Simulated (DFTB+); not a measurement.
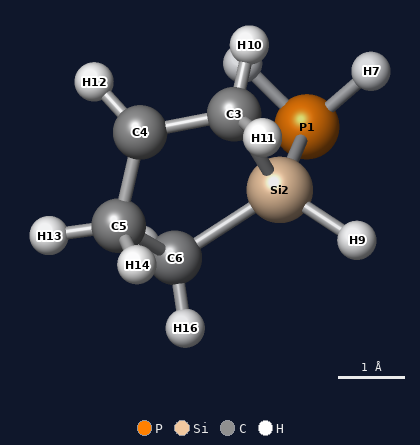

Figure 1. The input geometry (ball-and-stick view, seen at a tilt; atoms are numbered from 1 in the order of the input). Bond lengths as drawn: C–C 1.46 to 1.55 Å, C–H 1.08 to 1.10 Å, C–Si 1.91 to 1.95 Å, H–P 1.38 Å, H–Si 1.47 Å and P–Si 2.25 Å.

Energy and gradient calculation of C$_{4}$H$_{10}$PSi

- system: C$_{4}$H$_{10}$PSi, multiplicity 2
- method: GFN1-xTB, R-SCC, dispersion built in (DFTB+ 25.1)

The geometry comes from this level: GFN2-xTB.

Log:
```
|  DFTB+ development version (commit: a23bfb2)

Reading input file 'dftb_in.hsd'
Parser version: 14

--------------------------------------------------------------------------------

Processed input in HSD format written to 'dftb_pin.hsd'

Starting initialization...
--------------------------------------------------------------------------------
OpenMP threads:              1
Chosen random seed:          328663347
Current stacksize:           unlimited
Mode:                        Static calculation
Self consistent charges:     Yes
SCC-tolerance:                 0.100000E-04
Max. scc iterations:                    100
Shell resolved Hubbard:      Yes
Spin polarisation:           Yes
Nr. of up electrons:            18.000000
Nr. of down electrons:          17.000000
Periodic boundaries:         No
Electronic solver:           Relatively robust
Mixer:                       Broyden mixer
Mixing parameter:                  0.200000
Nr. of chrg. vec. in memory:            100
Max. SCC-cycles:                        100
tblite library version:      0.3.0
-> parametrization:          GFN1-xTB
-> repulsion:                Yes
-> dispersion:               Yes
-> halogen bonding:          Yes
-> electrostatics:           Yes
   -> isotropic:             Yes
   -> anisotropic:           No
   -> third-order:           Yes
Electronic temperature:              0.950045E-02 H      0.258520E+00 eV
Initial charges:             Set automatically (system chrg:   0.000E+00)
Included shells:             P:  s, p, d
                            Si:  s, p, d
                             C:  s, p
                             H:  s, s2
Spin coupling constants:     P   1(s)-1(s):   0.000000E+00
                             P   1(s)-2(p):   0.000000E+00
                             P   1(s)-3(d):   0.000000E+00
                             P   2(p)-1(s):   0.000000E+00
                             P   2(p)-2(p):   0.000000E+00
                             P   2(p)-3(d):   0.000000E+00
                             P   3(d)-1(s):   0.000000E+00
                             P   3(d)-2(p):   0.000000E+00
                             P   3(d)-3(d):   0.000000E+00
                             Si  1(s)-1(s):   0.000000E+00
                             Si  1(s)-2(p):   0.000000E+00
                             Si  1(s)-3(d):   0.000000E+00
                             Si  2(p)-1(s):   0.000000E+00
                             Si  2(p)-2(p):   0.000000E+00
                             Si  2(p)-3(d):   0.000000E+00
                             Si  3(d)-1(s):   0.000000E+00
                             Si  3(d)-2(p):   0.000000E+00
                             Si  3(d)-3(d):   0.000000E+00
                             C   1(s)-1(s):   0.000000E+00
                             C   1(s)-2(p):   0.000000E+00
                             C   2(p)-1(s):   0.000000E+00
                             C   2(p)-2(p):   0.000000E+00
                             H   1(s)-1(s):   0.000000E+00
                             H   1(s)-2(s):   0.000000E+00
                             H   2(s)-1(s):   0.000000E+00
                             H   2(s)-2(s):   0.000000E+00
Extra options:
                             Mulliken analysis
                             Force calculation
Force type                   original

--------------------------------------------------------------------------------

***  Geometry step: 0

 iSCC Total electronic   Diff electronic      SCC error
    1   -0.18464318E+02    0.00000000E+00    0.87246318E+00
    2   -0.18433264E+02   -0.18464318E+02    0.17708323E+00
    3   -0.18470368E+02    0.31053943E-01    0.52031521E-01
    4   -0.18473135E+02   -0.37104115E-01    0.17835345E-01
    5   -0.18473332E+02   -0.27675608E-02    0.44032852E-02
    6   -0.18473361E+02   -0.19657219E-03    0.18598551E-02
    7   -0.18473361E+02   -0.28946827E-04    0.80289101E-03
    8   -0.18473361E+02   -0.42874512E-06    0.33497843E-03
    9   -0.18473361E+02   -0.15691542E-06    0.17734970E-03
   10   -0.18473361E+02    0.13208396E-07    0.38248835E-04
   11   -0.18473361E+02   -0.29901067E-07    0.92199572E-05

Total Energy:                      -18.2601021400 H         -496.8827 eV
Extrapolated to 0K:                -18.2601021405 H         -496.8827 eV
Total Mermin free energy:          -18.2601021409 H         -496.8827 eV
Force related energy:              -18.2601021409 H         -496.8827 eV

--------------------------------------------------------------------------------
--------------------------------------------------------------------------------
SCC                                    +       0.02 ( 66.0%)       0.04 ( 72.9%)
--------------------------------------------------------------------------------
Missing                                +       0.01 ( 34.0%)       0.01 ( 27.1%)
Total                                  =       0.04 (100.0%)       0.05 (100.0%)
--------------------------------------------------------------------------------
```

The run was set up as follows.

The input (dftb_in.hsd):
```
Geometry = xyzFormat {
  <<< "input.xyz"
}

Hamiltonian = xTB {
  Method = "GFN1-xTB"
  Filling = MethfesselPaxton {
    Temperature [Kelvin] = 3000
    Order = 2
  }
  SpinPolarisation = Colinear {
    UnpairedElectrons = 1
  }
  SpinConstants = {
    ShellResolvedSpin = No
    P = 0.0
    Si = 0.0
    C = 0.0
    H = 0.0
  }
}

Analysis = {
  PrintForces = Yes
}

Options = {
  WriteResultsTag = Yes
}

ParserOptions = {
  ParserVersion = 14
}
```

File input.xyz:
```
16

P     -1.203890    -2.446240     0.832430
Si    -0.097420    -0.502520     1.047340
C      1.419250    -0.223150    -0.147860
C      0.824050     0.605880    -1.198410
C     -0.127630     1.625770    -0.696660
C     -1.110330     0.922410     0.271080
H     -0.128300    -3.235010     1.196470
H     -0.928190    -2.595280    -0.516120
H      0.241990    -0.283280     2.462120
H      1.895350    -1.121700    -0.532810
H      2.164100     0.331800     0.428360
H      0.766930     0.257440    -2.214380
H     -0.656400     2.127790    -1.507510
H      0.413760     2.387670    -0.123890
H     -1.954290     0.522090    -0.293510
H     -1.518980     1.626340     0.993360
```

Launched with:
```bash
dftb+ > dftb.out
```

Key numbers:

- outcome: converged
- Mermin free energy: −18.260102 hartree
- basis functions: 54
- largest force: 0.853 eV/Å
- dipole moment: 0.67 D
- hardware: 1 thread of Intel Xeon (Sapphire Rapids), 192 GiB of memory available, shared host
- peak memory: 0.071 GiB

Remarks:

Settings chosen away from the usual ones: electronic_temperature. These settings are looser than, or depart from, a standard set-up, so the numbers are not reference values for this system. Further notes kept with the run: no spin polarisation.
